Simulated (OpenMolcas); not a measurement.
**C2H5InO: a line through the functionals**

C2H5InO: 9 atoms, total charge 0, spin state singlet. SMILES: `C[C](=O)[InH2]`. The shape is that of a PBE0-D4/def2-TZVP optimisation.

The vertical ionisation energy (to the doublet cation) y, in eV, basis def2-SVP with a core potential; a is the functional's share of exact exchange. Programs: OpenMolcas 26.06.

| functional | program | a | y (eV) |
| --- | --- | --- | --- |
| revPBE | OpenMolcas | 0 | 8.00 |
| TPSS | OpenMolcas | 0 | 8.06 |
| B3LYP | OpenMolcas | 0.2 | ? |
| PBE0 | OpenMolcas | 0.25 | 8.22 |
| BHLYP | OpenMolcas | 0.5 | 8.23 |

**Question.** Fit y = c + s·a to the known rows and predict B3LYP.

**Answer.** 
1. Means of the 4 rows: a = 0.1875, y = 8.128.
2. Σ(Δa)² = 0.17188, Σ(Δa·Δy) = 0.074375, so the slope is 0.074375/0.17188 = 0.43271.
3. Intercept: 8.128 − (0.43271) × 0.1875 = 8.047. The largest residual of the fit is 0.065.
4. B3LYP: 8.047 + (0.43271) × 0.2 = 8.13 eV.

The run gave 8.24 eV, so the prediction is off by -0.11 eV, more than the largest residual. Spin-orbit coupling is left out.

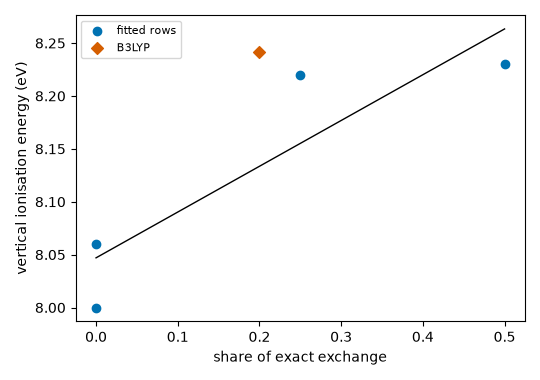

The fitted line, with the withheld row.
